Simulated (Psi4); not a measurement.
# BGeH5 (SMILES [BH2][GeH3]): CAM-B3LYP/aug-cc-pVDZ

What is the vertical electron affinity of BGeH5 at CAM-B3LYP/aug-cc-pVDZ? 

The results are computed with Psi4 1.11.

1 further run of the same task is left out (set aside as unsound or not needed).

## (1) The system as given

BGeH5 has 7 atoms, charge 0, and is taken as a singlet. SMILES: `[BH2][GeH3]`. The shape is that of a PBE0-D4/def2-TZVP optimisation.

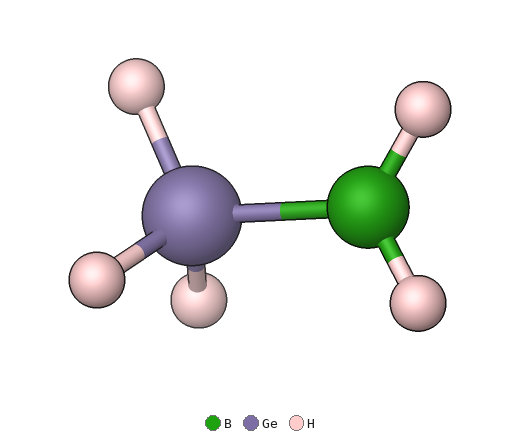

The structure, seen from a chosen angle (boron green, germanium purple, hydrogen pink).

## (2) Energy and forces at CAM-B3LYP/aug-cc-pVDZ

Input file job.dat:

```
memory 1600 mb

molecule molecule1 {
  B      0.007500    -1.219800     0.268100
  Ge     0.048900     0.786100    -0.183400
  H     -1.044400    -1.784600     0.312800
  H      0.997700    -1.849300     0.488600
  H     -0.601100     1.019700    -1.562200
  H     -0.799800     1.566200     0.840700
  H      1.452500     1.413700    -0.210300
  symmetry c1
  no_reorient
  no_com
}

set basis aug-cc-pVDZ
set puream true
set e_convergence 1e-09
set d_convergence 1e-08
set scf_type pk
set dft_radial_points 99
set dft_spherical_points 590

e, wfn = gradient("cam-b3lyp", return_wfn=True)
print_variables()
```

Launch:

```console
$ psi4 job.dat job.out -n 1
```

job.out:

```text
[...]
  Running in c1 symmetry.
[...]
  Nuclear repulsion =   94.851367579882037
[...]
  Multiplicity = 1
[...]
  Nalpha       = 21
  Nbeta        = 21
[...]
    Number of basis functions: 104
[...]
   @RKS iter   1: -2104.02270707002299   -3.08249e+00   1.24697e-02 DIIS/ADIIS
[...]
   @RKS iter  10: -2104.86868891101631   -1.13687e-11   6.40054e-09 DIIS
[...]
    Orbital Energies [Eh]
    ---------------------
    Doubly Occupied:
       1A   -398.839267     2A    -49.877240     3A    -44.400971
       4A    -44.400806     5A    -44.400470     6A     -6.862158
       7A     -6.300100     8A     -4.472835     9A     -4.472395
      10A     -4.471138    11A     -1.292174    12A     -1.291821
      13A     -1.289920    14A     -1.288791    15A     -1.288774
      16A     -0.651051    17A     -0.560501    18A     -0.437629
      19A     -0.400636    20A     -0.387966    21A     -0.356658
[...]
  @RKS Final Energy: -2104.86868891101631
   => Energetics <=
    Nuclear Repulsion Energy =             94.8513675798820373
    One-Electron Energy =               -3118.6018662095884793
    Two-Electron Energy =                 984.6905367843438626
    DFT Exchange-Correlation Energy =     -65.8087270656538124
    Empirical Dispersion Energy =           0.0000000000000000
    VV10 Nonlocal Energy =                  0.0000000000000000
    Total Energy =                      -2104.8686889110163065
[...]
 Multipole Moments:
 ------------------------------------------------------------------------------------
     Multipole            Electronic (a.u.)      Nuclear  (a.u.)        Total (a.u.)
 ------------------------------------------------------------------------------------
 L = 1.  Multiply by 2.5417464519 to convert [e a0] to [Debye]
 Dipole X            :         -3.0277926            3.0371678            0.0093753
 Dipole Y            :        -36.8968131           36.7020718           -0.1947413
 Dipole Z            :          8.8489811           -8.8036671            0.0453140
 Magnitude           :                                                    0.2001635
[...]
  -Total Gradient:
     Atom            X                  Y                   Z
    ------   -----------------  -----------------  -----------------
       1       -0.000205960487    -0.001757092633     0.000393538280
       2        0.000346815746    -0.001012452083     0.000286753593
       3        0.002061928438     0.001130947580    -0.000098168496
       4       -0.001940574425     0.001246509642    -0.000439404148
       5       -0.000210804272     0.000066959053    -0.000253797376
       6       -0.000227650877     0.000141424899     0.000140607447
       7        0.000175785920     0.000182019333    -0.000029252164
[...]
```

Wall time 59 s (1 thread of Intel Xeon 6975P-C (Granite Rapids), shared host); peak memory 1 GiB.

## (3) The doublet anion: the energy at UCAM-B3LYP/aug-cc-pVDZ

Input file bgeh5.py:

```python
import psi4

psi4.set_memory('1600 MB')
psi4.set_num_threads(1)
psi4.set_output_file('run.log', False)

mol = psi4.geometry("""
-1 2
B      0.007500    -1.219800     0.268100
Ge     0.048900     0.786100    -0.183400
H     -1.044400    -1.784600     0.312800
H      0.997700    -1.849300     0.488600
H     -0.601100     1.019700    -1.562200
H     -0.799800     1.566200     0.840700
H      1.452500     1.413700    -0.210300
symmetry c1
no_reorient
no_com
""")

options = {'basis': 'aug-cc-pVDZ', 'reference': 'uks', 'puream': True, 'e_convergence': 1e-09, 'd_convergence': 1e-08, 'scf_type': 'pk', 'dft_radial_points': 99, 'dft_spherical_points': 590, 'maxiter': 200}
psi4.set_options(options)

e, wfn = psi4.energy('CAM-B3LYP', return_wfn=True)
psi4.oeprop(wfn, 'LOWDIN_CHARGES', 'WIBERG_LOWDIN_INDICES', 'MULLIKEN_CHARGES')
print(f'total energy {e:.8f} hartree = {e * 27.211386:.5f} eV')
```

Launch:

```console
$ python bgeh5.py
```

run.log, shortened:

```text
[...]
  Running in c1 symmetry.
[...]
  Nuclear repulsion =   94.851367579882037
[...]
  Multiplicity = 2
[...]
  Nalpha       = 22
  Nbeta        = 21
[...]
    Number of basis functions: 104
[...]
   @UKS iter   1: -2103.88609183586368   -2.94587e+00   1.30016e-02 DIIS/ADIIS
[...]
   @UKS iter  13: -2104.88998142328592   -2.00089e-11   6.52704e-09 DIIS
[...]
   @S^2 Observed:                7.534138235E-01
[...]
  @UKS Final Energy: -2104.88998142328592
   => Energetics <=
    Nuclear Repulsion Energy =             94.8513675798820373
    One-Electron Energy =               -3127.0479336996909296
    Two-Electron Energy =                 993.2281656838147228
    DFT Exchange-Correlation Energy =     -65.9215809872918754
    Empirical Dispersion Energy =           0.0000000000000000
    VV10 Nonlocal Energy =                  0.0000000000000000
    Total Energy =                      -2104.8899814232859171
[...]
 Multipole Moments:
 ------------------------------------------------------------------------------------
     Multipole            Electronic (a.u.)      Nuclear  (a.u.)        Total (a.u.)
 ------------------------------------------------------------------------------------
 L = 1.  Multiply by 2.5417464519 to convert [e a0] to [Debye]
 Dipole X            :         -3.0763173            3.0371678           -0.0391494
 Dipole Y            :        -35.6036368           36.7020718            1.0984350
 Dipole Z            :          8.5679904           -8.8036671           -0.2356767
 Magnitude           :                                                    1.1241155
[...]
  Mulliken Charges: (a.u.)
   Center  Symbol    Alpha    Beta     Spin     Total
       1     B     4.29504  3.31503  0.98001 -2.61006
       2    GE    16.58337 16.60879 -0.02541 -1.19216
       3     H     0.03026  0.01975  0.01051  0.94999
       4     H    -0.02491 -0.02388 -0.00103  1.04879
       5     H     0.37540  0.35770  0.01770  0.26690
       6     H     0.37524  0.35782  0.01742  0.26694
       7     H     0.36561  0.36479  0.00081  0.26960
   Total alpha = 22.00000, Total beta = 21.00000, Total charge = -1.00000
  Lowdin Charges: (a.u.)
[...]
```

The script printed:

```text
total energy -2104.88998142 hartree = -57276.97377 eV
```

Wall time 41 s (1 thread of Intel Xeon 6975P-C (Granite Rapids), shared host); peak memory 1 GiB.

## (4) Summary of results

Level: CAM-B3LYP/aug-cc-pVDZ.

| quantity | value |
| --- | --- |
| singlet BGeH5: total energy | -2104.86869 Eh |
| singlet BGeH5: dipole moment | 0.51 D |
| singlet BGeH5: HOMO energy | -9.71 eV |
| singlet BGeH5: LUMO energy | -1.32 eV |
| singlet BGeH5: HOMO–LUMO gap | 8.38 eV |
| singlet BGeH5: largest force on an atom | 0.121 eV/Å |
| doublet anion: total energy | -2104.88998 Eh |
| doublet anion: HOMO energy (highest over α and β) | 0.16 eV |
| doublet anion: LUMO energy (lowest over α and β) | 3.42 eV |
| doublet anion: ⟨S²⟩ | 0.753 |
| vertical electron affinity (to the doublet anion) | 0.579 eV |

What this shows: At fixed nuclei the extra electron is bound by 0.58 eV (55.9 kJ/mol). The HOMO (doublet anion) lies at positive energy, 0.16 eV; only total energies tell whether the electron is bound.
